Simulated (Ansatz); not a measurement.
# Pb-Tl stack of (111) layers: lattice stability ahead of a resistivity run

Question: is the lattice of Pb-Tl stack of (111) layers stable, and if so, what are its coupling constant and resistivity?

Main program and level: Ansatz 0.2.0; DFT PBEsol, scalar-relativistic, plane waves, PAW.

### 1. The starting structure

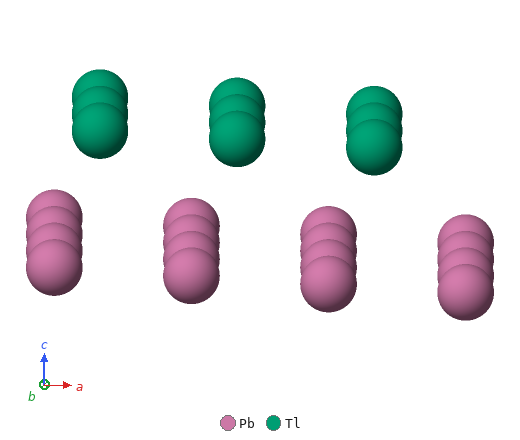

Start, viewed nearly edge on; lead pink, thallium teal. 3×3×1 cells are drawn. Some periodic images of atoms are drawn too.

The cell holds 2 atoms: 1 Pb and 1 Tl. Its edges and angles: a = 3.436 Å, b = 3.436 Å, c = 13.805 Å, α = 90.0°, β = 90.0°, γ = 120.0°. Vacuum lies along c.

### 2. Relaxation

The structure is brought to rest under this functional.

Contents of input.yaml:

```yaml
crystal:
  lattice:
    - [3.43582, 0.0, 0.0]
    - [-1.71791, 2.97551, 0.0]
    - [0.0, 0.0, 13.80534]
  atoms:
    - { symbol: Pb, position: [0.0, 0.0, 0.39839663] }
    - { symbol: Tl, position: [0.33333333, 0.66666667, 0.60160337] }
  periodic: [true, true, false]
kpoints:
  mp_grid: { grid: [12, 12, 1] }
hamiltonian:
  xc: pbesol
scf:
  occupations: { method: gaussian, width: 0.1 }
output:
  forces: true
  stress: true
  eigenvalues: true
relax:
  adjacent_minimum: "off"
  f_tol: 0.005
  max_steps: 80
  cell: { stress_2d_tol: 0.02 }
```

Run with:

```bash
ansatz run input.yaml --threads 4 --pin off --max-ram 16384MiB --backend cpu --events-out ev --progress --plain --runs-dir out
```

Numbers of over 12 decimals in the logs are rounded to 6 here.

The program printed:

```text
Warning: crystal.periodic: the lattice vector that does not repeat stood 0.000° off the slab's normal, 13.805 Å along it as the deck builds it. The run solves the slab on a vector along the normal, 29.411 Å long, with every atom where it was (on the deck's vector they left 11.00 Å outside them, and the widest stretch free of ions among them is 2.81 Å). A fractional position that the run reports is one of the run's ce [...]
crystal.periodic: the lattice vector that does not repeat stood 0.000° off the slab's normal, 13.805 Å along it as the deck builds it. The run solves the slab on a vector along the normal, 29.411 Å long, with every atom where it was (on the deck's vector they left 11.00 Å outside them, and the widest stretch free of ions among them is 2.81 Å). A fractional position that the run reports is one of the run's cell, which [...]
Engine: ansatz 0.2.0, aarch64-unknown-linux-gnu
Pseudopotentials: kind: paw
Pseudopotential: Pb, paw, valence charge 14, recommended cutoff 420 eV (normal), Pb.paw.azcp
Pseudopotential: Tl, paw, valence charge 13, recommended cutoff 420 eV (normal), Tl.paw.azcp
Functional definition: PBEsol
  exchange = pbesol_x
  correlation = pbesol_c
Crystal: 2 atoms, lattice volume = 300.675 Å³
Basis set: ecut = 420 eV, 5859 PW (Γ), exchange–correlation on 48×48×400 points (8 copies of the dense FFT grid, shifted against one another)
Bands: 18, of which v1, the nominal top of the filled ones, is band 14 counted from 1 (13 counted from 0)
Symmetry: 6 space group operations
Space group: P3m1 (ITA 156), of the structure as read, at distance tolerance 6.7e-5 Å
k-points: 19 of 144 (time reversal used)
Non-local potential: Pb, projectors of the file, l = 0: 2, l = 1: 2, l = 2: 2, l = 3: 2
Non-local potential: Tl, projectors of the file, l = 0: 2, l = 1: 2, l = 2: 2, l = 3: 1
PAW form: soft (Blöchl's): semilocal exchange-correlation on the pseudo side does not see the compensation charge
PAW frozen core: Pb, regenerated for the run's functional, and the local potential with it (the file was generated under x = pbe(κ = 0.804, μ = 0.219515), c = pbe(β = 0.066725))
PAW frozen core: Tl, regenerated for the run's functional, and the local potential with it (the file was generated under x = pbe(κ = 0.804, μ = 0.219515), c = pbe(β = 0.066725))
PAW one-centre angular grid: Pb, 590 points (default); XC on 64 Gauss nodes
PAW one-centre angular grid: Tl, 590 points (default); XC on 64 Gauss nodes
Initial density: superposition of atomic densities (neutral atoms: chi_scale 0, normalization atom), corrected by the library's trained network
Initial wavefunctions: pseudopotential atomic-orbital guess
Functional: x = pbesol(κ = 0.804, μ = 0.123457), c = pbesol(β = 0.046)
SCF iter   1: F=—  HF=-23050.166131 eV  |F-HF|=—  |Δ(HF+E_count)|=         —  Δρ=2.41e-3  dr2=4.31e-1  ethr=1.77e-3  ⟨swp⟩=12.2  Hψ=2866  notcnv=0
preconditioner: auto → LDOS  [metal: Δε(μ)=0.080 eV  Ē_g=14.732 eV  σ=0.100 eV  W_gap=0.40  n_scr=16 (ndim 8)  ℏωp=11.1 eV  f_vac=0.746  D(μ)=1.69/eV (n_scr^D=8)  β→1.0]
SCF iter   2: F=—  HF=-23050.134495 eV  |F-HF|=—  |Δ(HF+E_count)|=   3.16e-2  Δρ=9.88e-4  dr2=2.00e-2  ethr=1.59e-3  ⟨swp⟩=2.1  Hψ=546  notcnv=0  defer=6
SCF iter   3: F=—  HF=-23050.133619 eV  |F-HF|=—  |Δ(HF+E_count)|=   8.76e-4  Δρ=4.34e-4  dr2=8.61e-4  ethr=7.41e-5  ⟨swp⟩=3.1  Hψ=647  notcnv=0  defer=7
SCF iter   4: F=—  HF=-23050.133704 eV  |F-HF|=—  |Δ(HF+E_count)|=   8.53e-5  Δρ=2.02e-4  dr2=2.28e-4  ethr=3.19e-6  ⟨swp⟩=3.3  Hψ=789  notcnv=0  defer=7
SCF iter   5: F=—  HF=-23050.133661 eV  |F-HF|=—  |Δ(HF+E_count)|=   4.30e-5  Δρ=4.29e-5  dr2=6.35e-6  ethr=8.44e-7  ⟨swp⟩=2.2  Hψ=619  notcnv=0  defer=7
SCF iter   6: F=—  HF=-23050.133583 eV  |F-HF|=—  |Δ(HF+E_count)|=   7.81e-5  Δρ=1.89e-5  dr2=2.68e-6  ethr=2.35e-8  ⟨swp⟩=3.9  Hψ=943  notcnv=0  defer=7
SCF iter   7: F=—  HF=-23050.133583 eV  |F-HF|=—  |Δ(HF+E_count)|=   2.77e-7  Δρ=5.85e-6  dr2=2.73e-7  ethr=9.94e-9  ⟨swp⟩=2.5  Hψ=534  notcnv=0  defer=7
SCF iter   8: F=-23050.133583 eV  HF=-23050.133583 eV  |F-HF|=1.39e-8  |Δ(HF+E_count)|=   2.01e-7  Δρ=2.39e-6  dr2=3.72e-8  ethr=3.70e-10  ⟨swp⟩=13.9  Hψ=2341  notcnv=0
SCF 1 converged in 8 iterations: F = -23050.133583 eV  dr2 = 3.72e-8
  greatest PAW one-centre occupation: 0.978 electrons in one spin orbital (limit 2), on the Pb atom at site 0 (counted from 0), in its partial waves of l = 2
relax step   1: F+E_penalty+E_count = -23050.13358291 eV  Δ(F+E_penalty+E_count) = +0.000e0 eV  max|allowed force component| = 2.783e-2 eV/Å  Δτ_max = 0.0000 Å  P = -1.836 N/m  Ω = 300.675 Å³  fix = [c, alpha, beta]  reactions: c -0.000 N/m  (8 SCF iters, dr2 threshold 1.00e-7 eV, accepted)
Crystal: 2 atoms, lattice volume = 291.203 Å³
Basis set: ecut = 420 eV, 5739 PW (Γ), exchange–correlation on 48×48×400 points (8 copies of the dense FFT grid, shifted against one another)
Initial density: handed on by an earlier stage of this run
Initial wavefunctions: those handed on with the density
iter 1 solved again at ethr=6.33e-6 eV; its pass at ethr=3.10e-3 eV (dr2=1.71e-3 eV) is discarded
SCF iter   1: F=—  HF=-23050.164419 eV  |F-HF|=—  |Δ(HF+E_count)|=         —  Δρ=4.21e-4  dr2=1.86e-3  ethr=6.33e-6  ⟨swp⟩=4.9  Hψ=3357  notcnv=0
preconditioner: auto → LDOS  [metal: Δε(μ)=0.079 eV  Ē_g=14.835 eV  σ=0.100 eV  W_gap=0.42  n_scr=16 (ndim 8)  ℏωp=11.3 eV  f_vac=0.744  D(μ)=1.90/eV (n_scr^D=10)  β→1.0]
SCF iter   2: F=—  HF=-23050.164108 eV  |F-HF|=—  |Δ(HF+E_count)|=   3.11e-4  Δρ=2.21e-4  dr2=3.78e-4  ethr=6.33e-6  ⟨swp⟩=2.7  Hψ=673  notcnv=0
SCF iter   3: F=—  HF=-23050.164106 eV  |F-HF|=—  |Δ(HF+E_count)|=   2.19e-6  Δρ=1.64e-4  dr2=8.70e-5  ethr=1.40e-6  ⟨swp⟩=2.8  Hψ=713  notcnv=0
SCF iter   4: F=—  HF=-23050.163994 eV  |F-HF|=—  |Δ(HF+E_count)|=   1.12e-4  Δρ=1.78e-5  dr2=4.14e-6  ethr=3.22e-7  ⟨swp⟩=2.7  Hψ=691  notcnv=0
iter 5 did not close the SCF: its close was put off until two iterations running show no level that it waits for move by more than its bar (scf_convergence_deferred on its scf_iter line)
SCF iter   5: F=-23050.163995 eV  HF=-23050.163995 eV  |F-HF|=1.09e-7  |Δ(HF+E_count)|=   3.22e-7  Δρ=6.00e-6  dr2=9.36e-8  ethr=7.41e-10  ⟨swp⟩=10.6  Hψ=2831  notcnv=0
iter 6 did not close the SCF: its close was put off until two iterations running show no level that it waits for move by more than its bar (scf_convergence_deferred on its scf_iter line)
SCF iter   6: F=-23050.163995 eV  HF=-23050.163995 eV  |F-HF|=2.10e-8  |Δ(HF+E_count)|=   1.28e-7  Δρ=2.66e-6  dr2=4.61e-8  ethr=3.47e-10  ⟨swp⟩=4.8  Hψ=1703  notcnv=0
SCF iter   7: F=-23050.163995 eV  HF=-23050.163995 eV  |F-HF|=6.85e-9  |Δ(HF+E_count)|=   1.62e-9  Δρ=6.79e-7  dr2=1.39e-9  ethr=1.71e-10  ⟨swp⟩=4.5  Hψ=1601  notcnv=0
SCF 2 converged in 7 iterations: F = -23050.163995 eV  dr2 = 1.39e-9
relax step   2: F+E_penalty+E_count = -23050.16399484 eV  Δ(F+E_penalty+E_count) = -3.041e-2 eV  max|allowed force component| = 1.747e-2 eV/Å  Δτ_max = 0.0171 Å  P = -1.014 N/m  Ω = 291.203 Å³  energy of the carried Pulay correction = +3.435e-4 eV  fix = [c, alpha, beta]  reactions: c -0.000 N/m  (7 SCF iters, dr2 threshold 2.00e-7 eV, accepted)
Crystal: 2 atoms, lattice volume = 280.043 Å³
Basis set: ecut = 420 eV, 5583 PW (Γ), exchange–correlation on 48×48×400 points (8 copies of the dense FFT grid, shifted against one another)
iter 1 solved again at ethr=7.37e-6 eV; its pass at ethr=3.10e-3 eV (dr2=1.99e-3 eV) is discarded
SCF iter   1: F=—  HF=-23050.172878 eV  |F-HF|=—  |Δ(HF+E_count)|=         —  Δρ=5.95e-4  dr2=2.37e-3  ethr=7.37e-6  ⟨swp⟩=4.9  Hψ=3434  notcnv=0
preconditioner: auto → LDOS  [metal: Δε(μ)=0.042 eV  Ē_g=14.924 eV  σ=0.100 eV  W_gap=0.23  n_scr=16 (ndim 8)  ℏωp=11.5 eV  f_vac=0.743  D(μ)=2.06/eV (n_scr^D=10)  β→1.0]
SCF iter   2: F=—  HF=-23050.172210 eV  |F-HF|=—  |Δ(HF+E_count)|=   6.69e-4  Δρ=2.95e-4  dr2=2.54e-4  ethr=7.37e-6  ⟨swp⟩=2.9  Hψ=713  notcnv=0
SCF iter   3: F=—  HF=-23050.172224 eV  |F-HF|=—  |Δ(HF+E_count)|=   1.49e-5  Δρ=1.65e-4  dr2=1.31e-4  ethr=9.40e-7  ⟨swp⟩=2.8  Hψ=767  notcnv=0
SCF iter   4: F=—  HF=-23050.172134 eV  |F-HF|=—  |Δ(HF+E_count)|=   9.01e-5  Δρ=3.37e-5  dr2=6.63e-6  ethr=4.85e-7  ⟨swp⟩=3.0  Hψ=748  notcnv=0
SCF iter   5: F=—  HF=-23050.172135 eV  |F-HF|=—  |Δ(HF+E_count)|=   2.29e-7  Δρ=1.62e-5  dr2=2.68e-6  ethr=2.45e-8  ⟨swp⟩=2.7  Hψ=761  notcnv=0
iter 6 did not close the SCF: its close was put off until two iterations running show no level that it waits for move by more than its bar (scf_convergence_deferred on its scf_iter line)
SCF iter   6: F=-23050.172134 eV  HF=-23050.172134 eV  |F-HF|=1.75e-8  |Δ(HF+E_count)|=   3.65e-7  Δρ=5.10e-6  dr2=1.86e-7  ethr=7.41e-10  ⟨swp⟩=9.6  Hψ=2754  notcnv=0
SCF iter   7: F=-23050.172134 eV  HF=-23050.172134 eV  |F-HF|=8.45e-9  |Δ(HF+E_count)|=   1.13e-7  Δρ=1.50e-6  dr2=7.88e-9  ethr=6.90e-10  ⟨swp⟩=4.6  Hψ=1649  notcnv=0
SCF 3 converged in 7 iterations: F = -23050.172134 eV  dr2 = 7.88e-9
relax step   3: F+E_penalty+E_count = -23050.17213438 eV  Δ(F+E_penalty+E_count) = -8.140e-3 eV  max|allowed force component| = 2.256e-2 eV/Å  Δτ_max = 0.0221 Å  P = +0.442 N/m  Ω = 280.043 Å³  energy of the carried Pulay correction = +7.729e-4 eV  fix = [c, alpha, beta]  reactions: c +0.000 N/m  (7 SCF iters, dr2 threshold 2.00e-7 eV, accepted)
[...]
relax step   4: F+E_penalty+E_count = -23050.17336911 eV  Δ(F+E_penalty+E_count) = -1.235e-3 eV  max|allowed force component| = 3.274e-2 eV/Å  Δτ_max = 0.0182 Å  P = +0.070 N/m  Ω = 282.828 Å³  energy of the carried Pulay correction = +6.631e-4 eV  fix = [c, alpha, beta]  reactions: c +0.000 N/m  (6 SCF iters, dr2 threshold 2.00e-7 eV, accepted)
[...]
relax step   5: F+E_penalty+E_count = -23050.17365705 eV  Δ(F+E_penalty+E_count) = -2.879e-4 eV  max|allowed force component| = 2.165e-3 eV/Å  Δτ_max = 0.0092 Å  P = -0.005 N/m  Ω = 283.137 Å³  energy of the carried Pulay correction = +6.510e-4 eV  fix = [c, alpha, beta]  reactions: c -0.000 N/m  (6 SCF iters, dr2 threshold 6.70e-8 eV, accepted)
Initial wavefunctions: pseudopotential atomic-orbital guess (no wavefunctions were taken with the density)
iter 1 solved again at ethr=6.34e-7 eV; its pass at ethr=3.10e-3 eV (dr2=1.71e-4 eV) is discarded
SCF iter   1: F=—  HF=-23050.173129 eV  |F-HF|=—  |Δ(HF+E_count)|=         —  Δρ=4.08e-5  dr2=8.54e-7  ethr=6.34e-7  ⟨swp⟩=5.6  Hψ=4382  notcnv=0
preconditioner: auto → LDOS  [metal: Δε(μ)=0.056 eV  Ē_g=14.895 eV  σ=0.100 eV  W_gap=0.30  n_scr=16 (ndim 8)  ℏωp=11.5 eV  f_vac=0.744  D(μ)=1.95/eV (n_scr^D=10)  β→1.0]
SCF iter   2: F=—  HF=-23050.173048 eV  |F-HF|=—  |Δ(HF+E_count)|=   8.03e-5  Δρ=1.03e-5  dr2=2.47e-7  ethr=3.16e-9  ⟨swp⟩=3.5  Hψ=895  notcnv=0
SCF iter   3: F=—  HF=-23050.173048 eV  |F-HF|=—  |Δ(HF+E_count)|=   8.45e-8  Δρ=2.79e-6  dr2=1.99e-8  ethr=9.15e-10  ⟨swp⟩=2.3  Hψ=618  notcnv=0
SCF iter   4: F=—  HF=-23050.173048 eV  |F-HF|=—  |Δ(HF+E_count)|=   1.27e-9  Δρ=4.22e-7  dr2=1.53e-9  ethr=7.37e-11  ⟨swp⟩=3.3  Hψ=818  notcnv=0
SCF iter   5: F=—  HF=-23050.173048 eV  |F-HF|=—  |Δ(HF+E_count)|=   1.60e-9  Δρ=2.60e-7  dr2=6.12e-10  ethr=5.66e-12  ⟨swp⟩=3.1  Hψ=728  notcnv=0
SCF iter   6: F=—  HF=-23050.173048 eV  |F-HF|=—  |Δ(HF+E_count)|=  6.15e-10  Δρ=8.26e-8  dr2=1.99e-11  ethr=2.27e-12  ⟨swp⟩=2.6  Hψ=602  notcnv=0
SCF iter   7: F=—  HF=-23050.173048 eV  |F-HF|=—  |Δ(HF+E_count)|=  4.55e-10  Δρ=2.51e-8  dr2=2.21e-12  ethr=1.00e-12  ⟨swp⟩=12.6  Hψ=2877  notcnv=0
SCF iter   8: F=-23050.173048 eV  HF=-23050.173048 eV  |F-HF|=4.73e-11  |Δ(HF+E_count)|=  2.18e-11  Δρ=7.40e-9  dr2=1.50e-13  ethr=1.00e-12  ⟨swp⟩=6.6  Hψ=1688  notcnv=0
SCF 6 converged in 8 iterations: F = -23050.173048 eV  dr2 = 1.50e-13
relax step   6: F+E_penalty+E_count = -23050.17304831 eV  Δ(F+E_penalty+E_count) = +6.087e-4 eV  max|allowed force component| = 2.134e-3 eV/Å  Δτ_max = 0.0000 Å  P = -0.008 N/m  Ω = 283.137 Å³  fix = [c, alpha, beta]  reactions: c -0.000 N/m  stress off target by 8.20e-3 N/m on what of the cell is left free  SCF on the basis re-selected at this cell (its energy is not comparable with the rows above)  (8 SCF iters)
basis re-selected at this cell: Δ(F+E_penalty+E_count) = +6.087e-4 eV, ΔP = -0.003 N/m vs the last step (what re-selecting the basis moved, of the pressure what is left beyond the Pulay correction that the steps carried, after the strain that the cell walked since its last selection, with what the two solves' SCF thresholds leave and, on support functions, any second-order correction that the steps lacked; it is no m [...]
SCF converged after 8 iterations
Free energy (F): -23050.173048 eV
Harris-Foulkes:  -23050.173048 eV  (|F-HF|=4.73e-11)
Internal energy: -23050.163284 eV  (E = F + TS)
E sigma→0 (E₀):  -23050.168166 eV
Entropy (-TS):   -0.009765 eV (-4.882 meV/atom)
Fermi energy:    -3.896929 eV
--- Per-component energies (eV) ---
  E_band       = -420.000695
  E_kinetic    = 622.681102
  E_local      = -40335.974615  (includes V_loc(G=0)·N_el)
  E_nonlocal   = 670.816763
  E_hartree    = 19753.076074
  E_xc         = -447.425355
  E_vxc        = -274.436894  (∫ρ·V_xc dr)
  E_paw        = -20273.220436  (= ΣΔE_a)
  E_vpaw       = -609.239281  (= ΣTr[D̂ρ^β])
  E_aug_tail   = 0.000082  (compensation charges beyond the density's cutoff)
  E_ewald      = 16959.782720
  E_core_change = 0.100382  (= ΣΔE_core)
  E_smearing   = -0.009765  (= −TS)
  E_closure    = 0.000000  (closes the sum)
  Σ components = -23050.173048   (vs F -23050.173048, Δ=0.00e0)
--- Forces (eV/Å), atoms counted from 1 ---
  atom   1  Pb     0.00000000     0.00000000     0.00213447
  atom   2  Tl     0.00000000    -0.00000000    -0.00213445
  max |Σ_I F_I| component: 2.57e-8 eV/Å
--- 2D stress c σ (N/m, compression-positive) ---
       -0.008201      -0.000000      -0.000000
       -0.000000      -0.008201      -0.000000
       -0.000000      -0.000000      -0.000000
  P = ½ c Tr σ = -0.0082 N/m
--- Band table (eV; the first three rows and the last of 19) ---
  k-point 0: bands = [... 10 lower, -14.9274, -11.9221, -6.2880, -2.4538, -0.3579 (-0.3692°), 0.1307, 0.8078, 1.2671]
  k-point 1: bands = [... 10 lower, -14.7623, -11.8046, -6.1348, -2.3357, -0.2347 (-0.2459°), 0.2544, 0.9308, 1.3886]
  k-point 2: bands = [... 10 lower, -14.3527, -11.4407, -5.6871, -2.0164, 0.0545 (0.0522°), 0.1538 (0.1446°), 0.6535, 1.2985]
  k-point 18: bands = [... 10 lower, -10.4968, -7.8572, -5.5255, -5.0154, -3.9110, -3.0611, -0.6599, 0.1033]
  ° read free of the cell's end (the report's vacuum.weakly_bound_levels)
--- Relaxed structure (5 steps of the walk, 5 accepted, 1 SCFs on fresh bases) ---
  F+E_penalty+E_count = -23050.17304831 eV   max|allowed force component| = 2.134e-3 eV/Å   (the final SCF, on the basis selected at the relaxed cell)
  cell:  # Å, volume = 283.1374 Å³
    - [3.334117, -3.7638337872142405e-18, 0]
    - [-1.667058, 2.887430, 0]
    - [0, 0, 29.410676]
  atoms:
    - { symbol: Pb, position: [3.668130353781993e-17, 0, 0.185977] }
    - { symbol: Tl, position: [0.333333, 0.666667, 0.283421] }
```

Wall time 21 s (4 threads of Arm Neoverse V1, shared host); peak memory 0.6 GiB.

The steps of the relaxation:

| step | energy less that of the first step (eV) | largest force component (eV/Å) | volume (Å³) |
| --- | --- | --- | --- |
| 1 | 0.0000 | 0.0278 | 300.67 |
| 2 | -0.0304 | 0.0175 | 291.20 |
| 3 | -0.0386 | 0.0226 | 280.04 |
| 4 | -0.0398 | 0.0327 | 282.83 |
| 5 | -0.0401 | 0.0022 | 283.14 |
| 6* | -0.0395 | 0.0021 | 283.14 |

Relaxation steps marked * repeat the geometry before them on a plane-wave basis chosen anew for their cell, so energy and pressure can jump there.

Forces are held to the 6 operations that the run works with; a distortion that breaks them can't arise in this run.

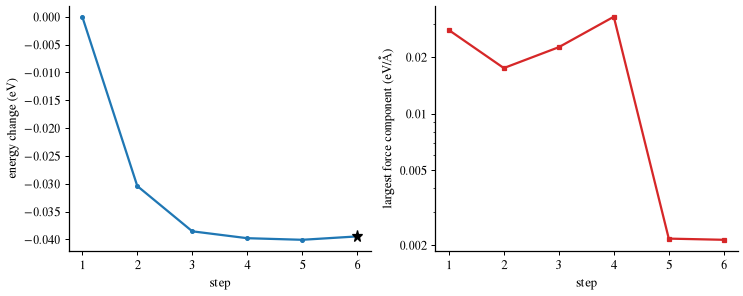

Energy and largest force along the relaxation. Stars mark steps on a basis chosen anew.

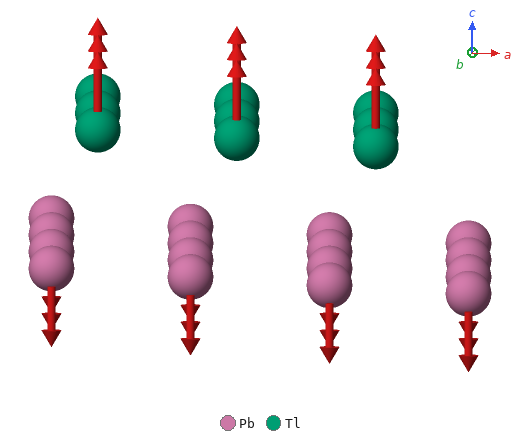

Displacements in the relaxation, exaggerated, measured against the changing cell; the longest in the cell stands for 0.03 Å. 3×3×1 cells are drawn. Some periodic images of atoms are drawn too.

| cell as run | before | after | change |
| --- | --- | --- | --- |
| a (Å) | 3.436 | 3.334 | -3.0 % |
| b (Å) | 3.436 | 3.334 | -3.0 % |

The atoms that moved most (Å, along periodic axes as changes of fractional coordinates times the final cell, across vacuum about the mean position):

| atom | dx | dy | dz | length |
| --- | --- | --- | --- | --- |
| Pb1 | 0.000 | 0.000 | -0.030 | 0.030 |
| Tl2 | 0.000 | 0.000 | 0.030 | 0.030 |

Final coordinates:

```cif
data_structure
_symmetry_space_group_name_H-M 'P 1'
_symmetry_Int_Tables_number 1
_cell_length_a 3.3341
_cell_length_b 3.3341
_cell_length_c 29.4107
_cell_angle_alpha 90.000
_cell_angle_beta 90.000
_cell_angle_gamma 120.000
_cell_volume 283.14
loop_
_atom_site_label
_atom_site_type_symbol
_atom_site_fract_x
_atom_site_fract_y
_atom_site_fract_z
_atom_site_occupancy
Pb1 Pb 0.00000 0.00000 0.18598 1
Tl2 Tl 0.33333 0.66667 0.28342 1
```

Numbers from this step:

| Property | Result |
| --- | --- |
| metallic on mesh | yes |
| gap on the k-mesh | 0 eV |

The relaxation ends with a largest force component of 0.0021 eV/Å.

[end of part 1 of 3]

[Logs are printed without paths, hosts, clocks, repeated set-up lines and the standing remarks that a program may print on its own settings, such as how far it seeks lower states.]

[Hosts, paths, dates, database ids (printed as entryN), source tags and the programs' standing remarks are cut or masked in the printed files.]
